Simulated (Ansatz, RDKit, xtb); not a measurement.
# Isomers of C4H7BGe, a sample narrowed down

A sample of isomers of C4H7BGe is drawn. Aim: find which of them has the lowest free energy at 298.15 K, then its properties. The sample is small against all isomers, and the most stable one of this formula need not be in it.

Plan: many cheap relaxations first (GFN2-xTB), then density-functional screening, relaxation at r2SCAN-D4/def2-SVP, vibrations (at GFN2-xTB) and a final energy. The numbers are computed, not measured.

## 1. Candidates

Isomers were taken from a list of plausible structures; this is a sample, not all of them. That gives 3 candidates.

```
label             SMILES     spin
 c608  [GeH3][C]1=CBC=C1  singlet
 c709  [GeH3][B]1C=CC=C1  singlet
 c911  [GeH3][C]1=CC=CB1  singlet
```

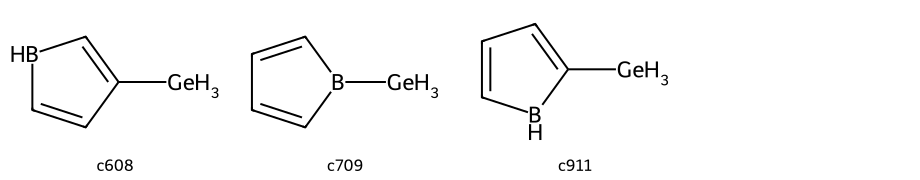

Structural formulas of the candidates.

Candidates are built by distance geometry, with a force field where one applies, in up to four conformers (letters a to d).

## 2. Cheap relaxation of all starts

All 3 starts are relaxed the same way. One of them, c911a (taken from a list of positional isomers, embedded by distance geometry and UFF), in full:

Contents of start.xyz:

```xyz
13
c911a
C     -1.693892     0.381065     0.851933
C     -2.140754     0.365003    -0.372064
C     -3.312534     1.204296    -0.505600
C     -3.614712     1.788537     0.623653
B     -2.606736     1.331173     1.672147
Ge    -0.140952    -0.527066     1.500550
H     -0.338524    -0.851081     3.035791
H      0.050701    -1.856098     0.766155
H      1.076898     0.365675     1.316618
H     -1.697229    -0.207627    -1.194615
H     -3.845587     1.354266    -1.440235
H     -4.454438     2.480391     0.737957
H     -2.559158     1.639144     2.771491
```

Started as:

```sh
$ xtb start.xyz --gfn 2 --opt
```

Log, shortened:

```text
* xtb version 6.7.1
[...]
          :  # basis functions                  37          :
[...]
          :  # electrons                        30          :
[...]
          :  Hamiltonian                  GFN2-xTB          :
[...]
          :  net charge                          0          :
          :  unpaired electrons                  0          :
[...]
   *** convergence criteria satisfied after 13 iterations ***
[...]
   *** GEOMETRY OPTIMIZATION CONVERGED AFTER 22 ITERATIONS ***
[...]
   *** convergence criteria satisfied after 3 iterations ***
[...]
         ::                     SUMMARY                     ::
         :::::::::::::::::::::::::::::::::::::::::::::::::::::
         :: total energy             -15.189421569434 Eh    ::
         :: gradient norm              0.000320955683 Eh/a0 ::
         :: HOMO-LUMO gap              1.635954579200 eV    ::
         ::.................................................::
         :: SCC energy               -15.419331994734 Eh    ::
         :: -> isotropic ES            0.017452782222 Eh    ::
         :: -> anisotropic ES          0.003671072592 Eh    ::
         :: -> anisotropic XC          0.008387229972 Eh    ::
         :: -> dispersion             -0.008875641394 Eh    ::
         :: repulsion energy           0.229910425301 Eh    ::
         :: add. restraining           0.000000000000 Eh    ::
         :: total charge               0.000000000000 e     ::
         :::::::::::::::::::::::::::::::::::::::::::::::::::::
[...]
        15        2.0000           -0.3799910             -10.3401 (HOMO)
        16                         -0.3198708              -8.7041 (LUMO)
[...]
     #   Z          covCN         q      C6AA      α(0)
     1   6          2.811    -0.119    31.009     9.123
     2   6          2.993    -0.020    28.498     8.757
     3   6          2.959    -0.021    28.533     8.761
     4   6          2.853    -0.120    31.046     9.132
     5   5          2.825     0.261    17.414     6.970
     6  32          3.734     0.088   170.054    23.410
     7   1          0.938    -0.025     3.518     2.933
     8   1          0.938    -0.029     3.618     2.974
     9   1          0.938    -0.025     3.534     2.939
    10   1          0.926     0.033     2.539     2.492
    11   1          0.926     0.032     2.557     2.501
    12   1          0.926     0.028     2.608     2.525
    13   1          0.941    -0.082     4.975     3.487
[...]
     #   Z sym  total        # sym  WBO       # sym  WBO       # sym  WBO
 ---------------------------------------------------------------------------
     1   6      3.958 --     2      1.829     5      0.987     6      0.909
     2   6      3.984 --     1      1.829     3      1.033    10      0.964
     3   6      3.985 --     4      1.865     2      1.033    11      0.968
     4   6      3.969 --     3      1.865     5      1.006    12      0.974
     5   5      3.171 --     4      1.006     1      0.987    13      0.979
     6  32      3.584 --     1      0.909     8      0.867     9      0.865
                             7      0.864
     7   1      0.999 --     6      0.864
     8   1      0.999 --     6      0.867
     9   1      0.999 --     6      0.865
    10   1      0.999 --     2      0.964
    11   1      0.999 --     3      0.968
    12   1      0.998 --     4      0.974
[...]
molecular dipole:
                 x           y           z       tot (Debye)
 q only:       -0.123       0.088      -0.028
   full:       -0.397       0.145      -0.343       1.383
molecular quadrupole (traceless):
[...]
          | TOTAL ENERGY              -15.189421569434 Eh   |
          | GRADIENT NORM               0.000320955683 Eh/α |
          | HOMO-LUMO GAP               1.635954579200 eV   |
           -------------------------------------------------
[...]
```

It took 0.098 s on 2 threads of Arm Neoverse V2, shared host.

## 3. Distinct minima at GFN2-xTB

3 of the 3 relaxations converged. 3 distinct structures remain:

```
label  start       SMILES after     spin  energy (kcal/mol)
c911a  drawn  [GeH3][C]1=CC=CB1  singlet                0.0
c608a  drawn  [GeH3][C]1=CBC=C1  singlet                0.0
c709a  drawn  [GeH3][B]1C=CC=C1  singlet                2.8
```

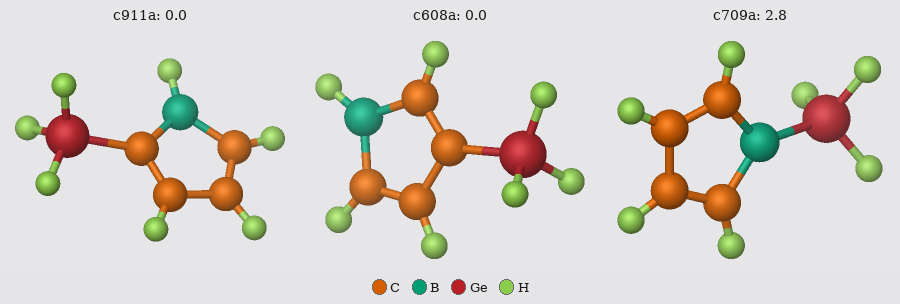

The 3 lowest minima that did not fall apart, with their GFN2-xTB energies in kcal/mol.

## 4. Second filter: single points

A choice of the minima (the low ones first, few conformers of a pattern, up to a cap) and the lowest that fell apart get a single point at r2SCAN-D4/def2-SVP on the tight-binding geometry, and one at HF/STO-3G for comparison. The lowest singlets are also tried as triplets at the same geometry (label ending in t). The first, c911a:

Contents of input.yaml:

```yaml
crystal:
  periodic: [false, false, false]
  atoms:
    - {symbol: C, position_ang: [-1.664119, 0.436806, 0.911597]}
    - {symbol: C, position_ang: [-2.220129, 0.262646, -0.298811]}
    - {symbol: C, position_ang: [-3.392711, 1.143920, -0.505361]}
    - {symbol: C, position_ang: [-3.618943, 1.907304, 0.570317]}
    - {symbol: B, position_ang: [-2.548489, 1.521991, 1.653007]}
    - {symbol: Ge, position_ang: [-0.110471, -0.547900, 1.509994]}
    - {symbol: H, position_ang: [-0.391109, -1.347999, 2.743950]}
    - {symbol: H, position_ang: [0.359117, -1.492687, 0.447412]}
    - {symbol: H, position_ang: [1.030426, 0.360766, 1.848276]}
    - {symbol: H, position_ang: [-1.883458, -0.423813, -1.063235]}
    - {symbol: H, position_ang: [-3.954306, 1.132490, -1.427441]}
    - {symbol: H, position_ang: [-4.425847, 2.620460, 0.621076]}
    - {symbol: H, position_ang: [-2.456879, 1.893696, 2.753000]}
basis:
  gaussian: {orbitals: def2-SVP}
total_charge: 0
hamiltonian: {xc: r2scan, dispersion: d4}
scf: {lower_state_search: "off"}
output: {orbitals: {seedname: orbitals}}
```

Started as:

```sh
$ ansatz run input.yaml --threads 2 --pin off --max-ram 5220MiB --events-out events.jsonl --progress --plain --runs-dir runs
```

Log, shortened:

```text
Warning: RAYON_NUM_THREADS=2 ignored (pool sized by the plan → 2); use --threads N
Functional definition: r2SCAN
  name "r2SCAN"
[...]
1543 factors; their error is unknown
[...]
mean field -61440.38909926 eV, -2257.8926536061 hartree, gradient 7.6e-6 eV, S^2 0.000000; 0 other end points of the search recorded, 0 dependent functions left out
reference -61440.38911133 eV, -2257.8926540498 hartree; 34, 34 occupied and 103, 103 virtual orbitals, 1543 factors
Total energy: -61440.47109958 eV, -2257.8956670623 hartree
Checks for a lower state left out: stability, starts, cluster_reference, orbital_swaps, neighbouring_geometries, increment
```

Wall time 3.3 s (2 threads of Arm Neoverse V2, shared host); peak memory 0.18 GiB.

Relative energies in kcal/mol, each column from its lowest structure that stays in one piece:

```
 label             SMILES     spin  GFN2-xTB  HF/STO-3G  r2SCAN-D4/def2-SVP
 c709a  [GeH3][B]1C=CC=C1  singlet       2.8        4.2                 0.0
 c911a  [GeH3][C]1=CC=CB1  singlet       0.0        0.2                 0.7
 c608a  [GeH3][C]1=CBC=C1  singlet       0.0        0.0                 2.1
c709at  [GeH3][B]1C=CC=C1  triplet         –          –                26.3
c911at  [GeH3][C]1=CC=CB1  triplet         –          –                27.6
c608at  [GeH3][C]1=CBC=C1  triplet         –          –                29.4
```

## 5. Third filter: density-functional geometries

3 candidates are relaxed at r2SCAN-D4/def2-SVP (chosen among the lowest in one piece). The first, c709a:

Contents of input.yaml:

```yaml
crystal:
  periodic: [false, false, false]
  atoms:
    - {symbol: C, position_ang: [-1.579058, 1.765673, 0.126673]}
    - {symbol: C, position_ang: [-2.825589, 2.056018, -0.262595]}
    - {symbol: C, position_ang: [-3.821825, 1.205886, 0.438990]}
    - {symbol: C, position_ang: [-3.226332, 0.359372, 1.286765]}
    - {symbol: B, position_ang: [-1.679853, 0.507581, 1.061110]}
    - {symbol: Ge, position_ang: [-0.249508, -0.823568, 1.474370]}
    - {symbol: H, position_ang: [1.139343, -0.276086, 1.590834]}
    - {symbol: H, position_ang: [-0.097770, -1.902705, 0.448176]}
    - {symbol: H, position_ang: [-0.431903, -1.599375, 2.742163]}
    - {symbol: H, position_ang: [-0.708535, 2.271254, -0.260096]}
    - {symbol: H, position_ang: [-3.129060, 2.804122, -0.978757]}
    - {symbol: H, position_ang: [-4.879774, 1.310158, 0.253540]}
    - {symbol: H, position_ang: [-3.773543, -0.343378, 1.894872]}
basis:
  gaussian:
    orbitals: def2-SVP
hamiltonian:
  xc: {name: r2SCAN}
  dispersion: d4
scf:
  lower_state_search: off
relax:
  f_tol: 0.006
```

Started as:

```sh
$ ansatz run input.yaml --threads 2 --pin off --max-ram 5220MiB --events-out events.jsonl --progress --plain --runs-dir runs
```

Log, shortened:

```text
Warning: RAYON_NUM_THREADS=2 ignored (pool sized by the plan → 2); use --threads N
[...]
[... 2 set-up lines as earlier in the session ...]
[...]
1543 factors; their error is unknown
[...]
mean field -61440.42023407 eV, -2257.8937977895 hartree, gradient 9.1e-6 eV, S^2 0.000000; 0 other end points of the search recorded, 0 dependent functions left out
[...]
reference -61440.42024614 eV, -2257.8937982330 hartree; 34, 34 occupied and 103, 103 virtual orbitals, 1543 factors
relax step   1: F+E_penalty+E_count = -61440.50146005 eV  Δ(F+E_penalty+E_count) = +0.000e0 eV  max|allowed force component| = 7.972e-1 eV/Å  Δτ_max = 0.0000 Å  (20 SCF iters, accepted)
[...]
relax step   4: F+E_penalty+E_count = -61440.67546292 eV  Δ(F+E_penalty+E_count) = -1.512e-3 eV  max|allowed force component| = 2.771e-2 eV/Å  Δτ_max = 0.0120 Å  (21 SCF iters, accepted)
[...]
Atom 4 at    -1.685914     0.535129     1.081813 Å, force    -0.000147     0.000456     0.000473 eV/Å
Atom 5 at    -0.218710    -0.847065     1.491976 Å, force     0.001058    -0.001221    -0.000053 eV/Å
Atom 6 at     1.190534    -0.232506     1.577551 Å, force    -0.000111     0.000273     0.000021 eV/Å
Atom 7 at    -0.173236    -1.887915     0.354037 Å, force     0.000014     0.000060    -0.000065 eV/Å
Atom 8 at    -0.474447    -1.634096     2.790717 Å, force    -0.000328     0.000266    -0.000070 eV/Å
Atom 9 at    -0.668932     2.302558    -0.263763 Å, force     0.000040    -0.000217     0.000248 eV/Å
Atom 10 at    -3.114529     2.785776    -1.033122 Å, force     0.000450    -0.000346     0.000294 eV/Å
Atom 11 at    -4.898286     1.262017     0.225832 Å, force     0.000456    -0.000360     0.000254 eV/Å
Atom 12 at    -3.789947    -0.363905     1.938858 Å, force     0.000165     0.000035    -0.000110 eV/Å
Dipole moment:    -0.255982     0.186485    -0.137192 e Å
Checks for a lower state left out: stability, starts, cluster_reference, orbital_swaps, neighbouring_geometries, increment
```

It took 51 s on 2 threads of Arm Neoverse V2, shared host; peak memory 0.18 GiB.

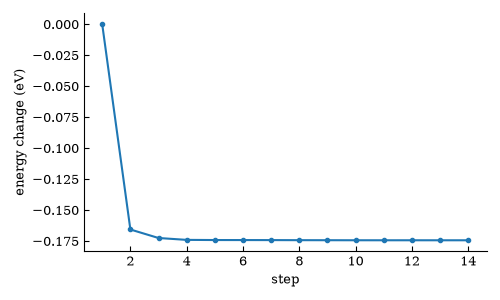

Energy along the run, all evaluated steps.

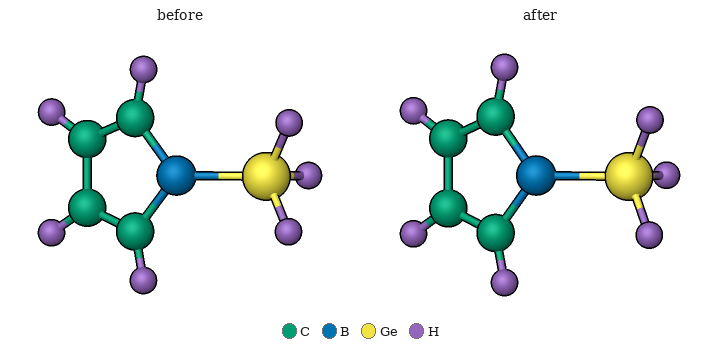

Before and after, at one scale.

After the run. Bond lengths: C1–C2 1.352 Å, C2–C3 1.511 Å, C3–C4 1.352 Å, C1–B5 1.583 Å, C4–B5 1.584 Å, B5–Ge6 2.057 Å, Ge6–H7 1.540 Å, Ge6–H8 1.543 Å, Ge6–H9 1.540 Å, C1–H10 1.092 Å, C2–H11 1.097 Å, C3–H12 1.097 Å, C4–H13 1.092 Å. Some angles: C1–C2–C3 111.9°, C2–C1–B5 104.6°, C2–C3–C4 111.9°, C3–C4–B5 104.6°, C1–B5–C4 105.5°, C1–B5–Ge6 126.5°, C4–B5–Ge6 126.4°, C1–C2–H11 126.4°, C3–C2–H11 121.7°, C2–C1–H10 123.7°.

## 6. The relaxed candidates

```
label     spin  r2SCAN-D4/def2-SVP (kcal/mol)  r2SCAN-D4/def2-SVP, relaxed (kcal/mol)  time
c709a  singlet                            0.0                                     0.0  51 s
c911a  singlet                            0.7                                     1.5  39 s
c608a  singlet                            2.1                                     2.9  51 s
```

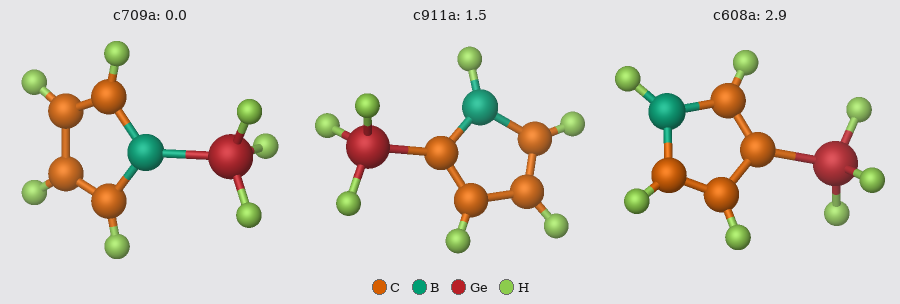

The relaxed structures, with energies at r2SCAN-D4/def2-SVP in kcal/mol.

[end of part 1 of 2]
